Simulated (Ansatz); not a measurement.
# Calculations on CH4BFS

## 1. Relaxation

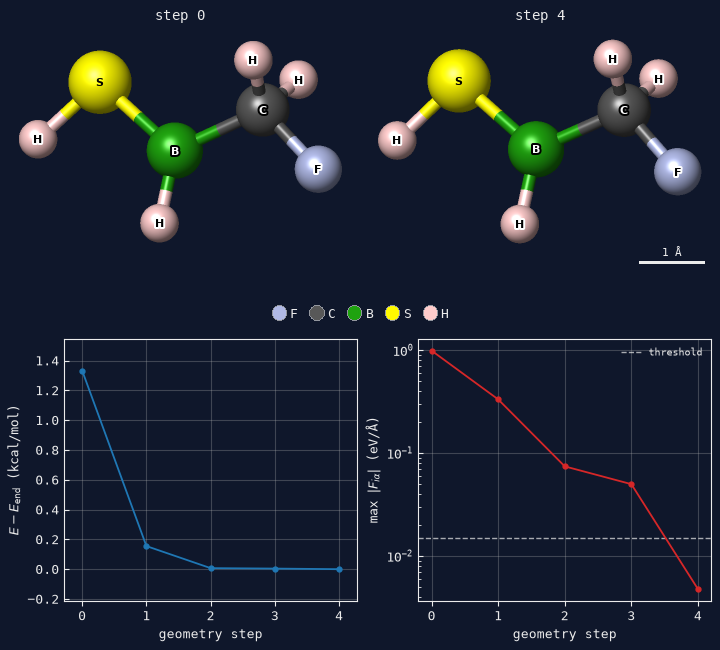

First and last geometry of a relaxation of CH$_{4}$BFS, with the history of the run. Style: ball-and-stick. Shown at a tilt.

The run prepares an end point of a later path (torsion) calculation, from a guessed geometry.

All numbers below come from RKS B3LYP/def2-SVP in Ansatz.

Input
```yaml
crystal:
  periodic: [false, false, false]
  atoms:
    - { symbol: F, position_ang: [-0.18761, 0.71467, -2.03227] }
    - { symbol: C, position_ang: [-0.09075, 0.84121, -0.65655] }
    - { symbol: B, position_ang: [0.04317, -0.54745, 0.0913] }
    - { symbol: S, position_ang: [0.11436, -0.52404, 1.85252] }
    - { symbol: H, position_ang: [-0.97973, 1.40593, -0.34614] }
    - { symbol: H, position_ang: [0.77506, 1.49397, -0.47856] }
    - { symbol: H, position_ang: [0.09725, -1.55338, -0.4962] }
    - { symbol: H, position_ang: [0.22824, -1.83091, 2.0659] }
basis:
  gaussian: { orbitals: def2-SVP }
hamiltonian:
  xc: b3lyp
relax:
  f_tol: 0.015
  max_steps: 40
```

Run as
```bash
ansatz run input.yaml --threads 1 --pin off --max-ram 2048MiB --backend cpu --events-out ev --progress --plain --runs-dir out
```

**What do the curves and the structures tell?**

It converged. The largest move after the best rigid fit is that of F1, 0.041 Å. By element the largest moves are F 0.041 Å, S 0.029 Å, B 0.028 Å, C 0.024 Å, H 0.023 Å. Among the contacts that change: B3–H7 1.166 → 1.202 Å, B3–S4 1.763 → 1.793 Å, S4–H8 1.329 → 1.352 Å, C2–H5 1.098 → 1.108 Å. Bond angles that change, for instance: F1–C2–H5 105.7° → 108.6°. Over 4 geometry steps the energy falls by 1.33 kcal/mol. Largest force component: 0.99 eV/Å at the start, 0.0048 eV/Å at the end.

## 2. Relaxation

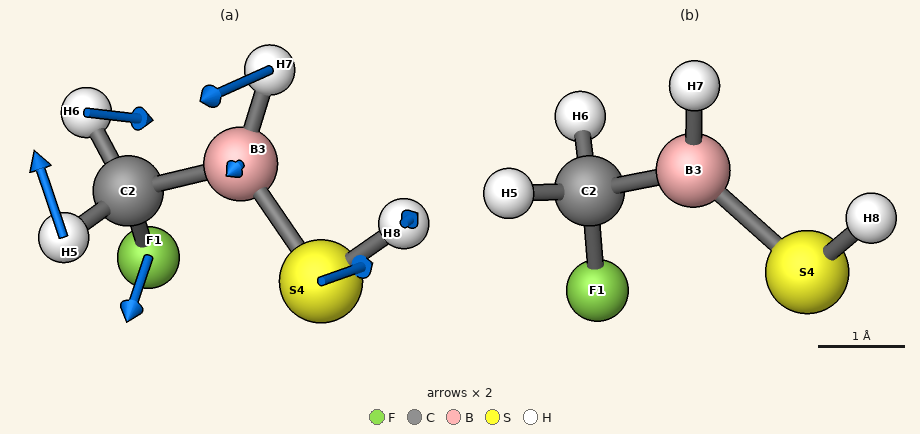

The structure of CH4BFS before (left) and after (right) a relaxation, at one scale. The blue arrows give the displacements, magnified 2 times.

A ball-and-stick model, seen at a tilt.

The run prepares an end point of a later path (torsion) calculation, from a guessed geometry.

Method: RKS B3LYP/def2-SVP (Ansatz). Set-up: no spin polarisation; force threshold 0.015 eV/Å; at most 40 steps.

What changed between the two?

Answer. The largest move after the best rigid fit is that of H7, 0.73 Å. Largest moves by element: H 0.73 Å, S 0.54 Å, F 0.52 Å, B 0.15 Å, C 0.05 Å. Some distances before and after: B3–H7 1.166 → 1.204 Å, S4–H8 1.329 → 1.353 Å, B3–S4 1.763 → 1.784 Å, C2–B3 1.583 → 1.568 Å. Bond angles that change, for instance: B3–C2–H5 112.7° → 109.2°, F1–C2–H5 105.7° → 108.9°, B3–C2–H6 112.2° → 109.5°. Groups turn about C2–B3 by about 55°. After 7 accepted moves (8 points after the start) the energy has fallen by 6.12 kcal/mol. The largest force component goes from 0.68 to 0.0076 eV/Å. The line search rejected the trial step at point 7 of the run.

## 3. Path

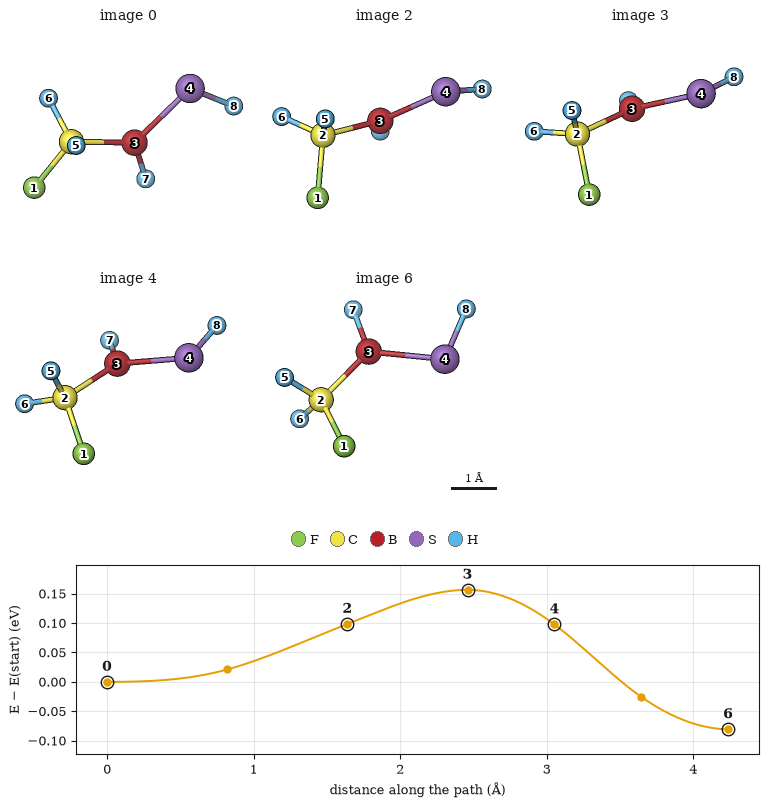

A nudged-elastic-band calculation for CH4BFS. Images are numbered from 0 (start) to 6 (end). Style: ball-and-stick. Shown from a free direction.

These are results of RKS B3LYP/def2-SVP (Ansatz), not measurements. Run with 5 movable images; climbing image; force threshold 0.03 eV/Å; iteration limit 60; starting path through a guess of the saddle point.

> Describe the mechanism and the energy profile.

The motion is a rotation about the C2–B3 bond by about 175°. No bond forms or breaks between the ends. Bond angles that change up to the highest image, for instance: F1–C2–B3 112.2° → 107.6°, B3–C2–H6 110.4° → 112.4°. The energy climbs by 0.156 eV to image 3 and then falls by 0.237 eV, so the end point sits at −0.081 eV. The band is converged. At the top, the vibrational analysis gives one imaginary mode (137i cm⁻¹), as a transition state must have.
